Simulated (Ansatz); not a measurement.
# Computed map of one atom of the cell: BN (wurtzite)

BN (wurtzite)

```xyz
4
Lattice="2.5545 0.0000 0.0000 -1.2773 2.2123 0.0000 0.0000 0.0000 4.2246" Properties=species:S:1:pos:R:3 pbc="T T T"
B      1.2773     0.7374     4.2242
B      0.0000     1.4749     2.1119
N      1.2773     0.7374     2.6416
N      0.0000     1.4749     0.5293
```

Two-dimensional scan of atom 1 (B, nearest neighbour N at 1.567 Å; its periodic images, 2.6 Å or more away, move with it): u runs along (1.000, 0.000, 0.000), v along (0.000, 1.000, 0.000) (Cartesian). Cell and other atoms are fixed.

Method: PBE (plane waves to 420 eV, PAW, scalar-relativistic; Ansatz, an electronic-structure program). k mesh 12×12×6 (Γ-centred), Fermi-Dirac smearing 0.05 eV. The energy includes the smearing's −TS. Points where atoms come too close for the PAW data are left out (x in tables, blank in figures). Fu and Fv are the components of the force on the atom. BN was relaxed with its symmetry unable to fall. The zero of ΔE is the undisplaced structure. Axes are in Å.

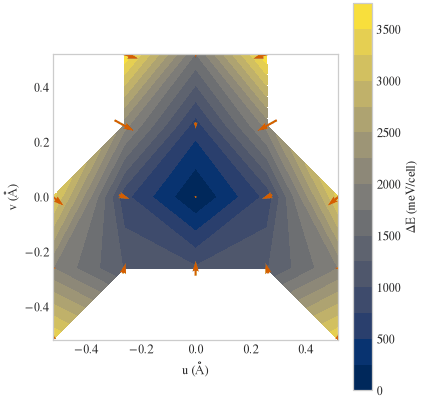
Fig. 1. ΔE (meV/cell) over the plane, with arrows for the in-plane force on the moved atom.

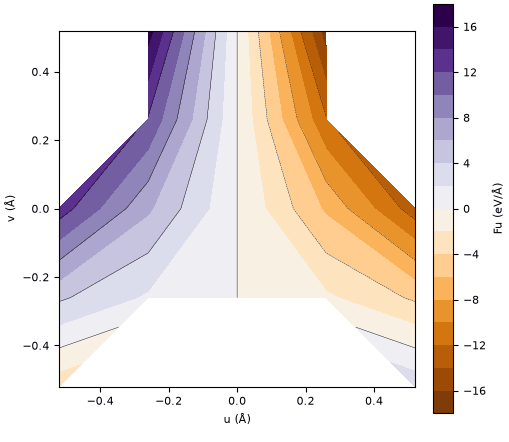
Fu (eV/Å) over the 5×5 grid of computed points.

Lowest place on the grid: u = 0.000 Å, v = 0.000 Å (0 meV/cell).

(For displaced atoms, the force is minus the slope of the energy, and its curvature is a force constant, which sets phonon frequencies.)
